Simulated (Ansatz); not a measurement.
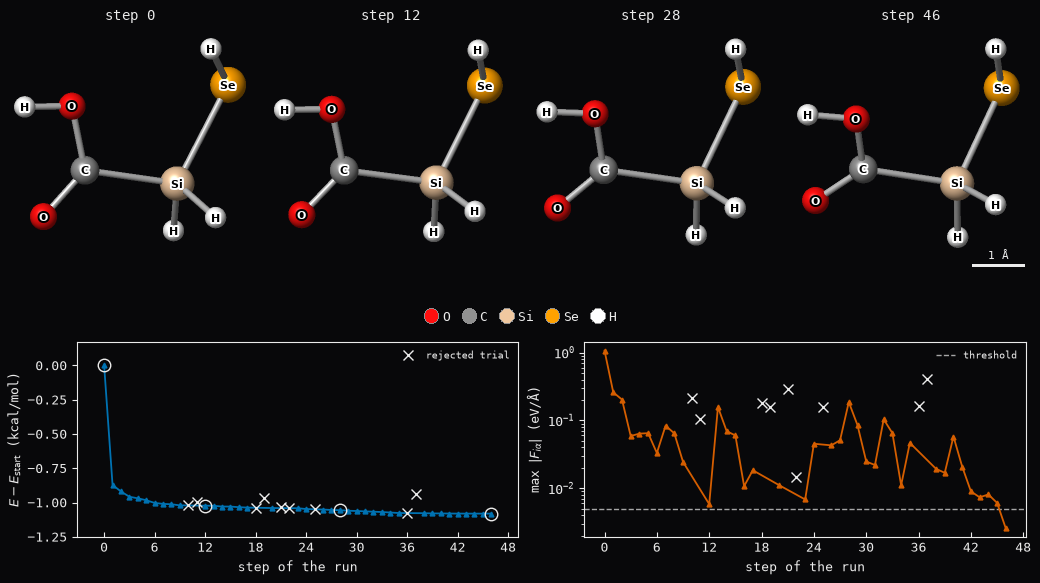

Frames of a relaxation of CH$_{4}$O$_{2}$SeSi, marked on the history of the run. A ball-and-stick model, seen at a tilt.

The start comes from PBE-D4/def2-SVP.

These are results of RKS PBE0-D4/def2-TZVP (Ansatz 0.2.0), not measurements.

The input:
```yaml
crystal:
  periodic: [false, false, false]
  atoms:
    - {symbol: O, position_ang: [1.767625, -1.365871, 0.295671]}
    - {symbol: C, position_ang: [0.946877, -0.470062, 0.357336]}
    - {symbol: O, position_ang: [1.062242, 0.592473, 1.192229]}
    - {symbol: Si, position_ang: [-0.606168, -0.403824, -0.803535]}
    - {symbol: Se, position_ang: [-2.334470, 0.849568, 0.038975]}
    - {symbol: H, position_ang: [1.904328, 0.458446, 1.690222]}
    - {symbol: H, position_ang: [-0.096973, 0.094294, -2.128889]}
    - {symbol: H, position_ang: [-1.127705, -1.800509, -0.949932]}
    - {symbol: H, position_ang: [-1.427155, 1.999185, 0.290724]}
basis:
  gaussian: {orbitals: def2-TZVP}
hamiltonian: {xc: pbe0, dispersion: d4}
relax: {f_tol: 0.005, max_steps: 150}
```

Run as
```bash
ansatz run in.yaml --threads 4 --pin off --events-out ev --progress --plain --max-ram 10444MiB
```

Question: What happens along the run?

Answer: The atom that moves furthest after the best rigid fit is O1 (0.68 Å). Largest moves by element: O 0.68 Å, H 0.29 Å, Se 0.21 Å, C 0.10 Å, Si 0.06 Å. Near-neighbour distances that change, for instance: Si4–Se5 2.295 → 2.271 Å, Si4–H7 1.505 → 1.483 Å, Se5–H9 1.486 → 1.469 Å, C2–Si4 1.940 → 1.923 Å. Bond angles that change, for instance: C2–Si4–Se5 113.7° → 110.9°, C2–Si4–H7 105.5° → 108.0°, O1–C2–Si4 122.3° → 124.6°. Groups turn about C2–Si4 by about 40°. Over 37 accepted moves (46 points after the start) the energy falls by 1.08 kcal/mol. Largest force component: 1.1 eV/Å at the start, 0.0026 eV/Å at the end. The line search rejected the trial steps at points 10, 11, 18, 19, 21, 22, 25, 36 and more of the run. From step 0 to 12: O1 moves most (0.16 Å), energy −1.02 kcal/mol. From step 12 to 28: O1 moves most (0.29 Å), energy −0.03 kcal/mol. From step 28 to 46: O1 moves most (0.24 Å), energy −0.03 kcal/mol.

| step | E − E(0), kcal/mol | largest force component, eV/Å | note |
| --- | --- | --- | --- |
| 0 | 0.00 | 1.0667 |  |
| 1 | -0.87 | 0.2594 |  |
| 2 | -0.92 | 0.2029 |  |
| 3 | -0.96 | 0.0589 |  |
| 4 | -0.97 | 0.0639 |  |
| 5 | -0.98 | 0.0649 |  |
| 6 | -1.00 | 0.0331 |  |
| 7 | -1.01 | 0.0837 |  |
| 8 | -1.01 | 0.0645 |  |
| 9 | -1.02 | 0.0245 |  |
| 10 | -1.02 | 0.2144 | rejected |
| 12 | -1.02 | 0.0058 |  |
| 14 | -1.03 | 0.0695 |  |
| 16 | -1.03 | 0.0107 |  |
| 18 | -1.04 | 0.1801 | rejected |
| 19 | -0.96 | 0.1569 | rejected |
| 21 | -1.03 | 0.2946 | rejected |
| 23 | -1.04 | 0.0068 |  |
| 25 | -1.05 | 0.1557 | rejected |
| 27 | -1.05 | 0.0511 |  |
| 29 | -1.06 | 0.0851 |  |
| 31 | -1.06 | 0.0220 |  |
| 33 | -1.07 | 0.0649 |  |
| 35 | -1.08 | 0.0467 |  |
| 37 | -0.94 | 0.4107 | rejected |
| 38 | -1.08 | 0.0194 |  |
| 40 | -1.08 | 0.0579 |  |
| 42 | -1.08 | 0.0090 |  |
| 44 | -1.08 | 0.0081 |  |
| 46 | -1.08 | 0.0026 |  |
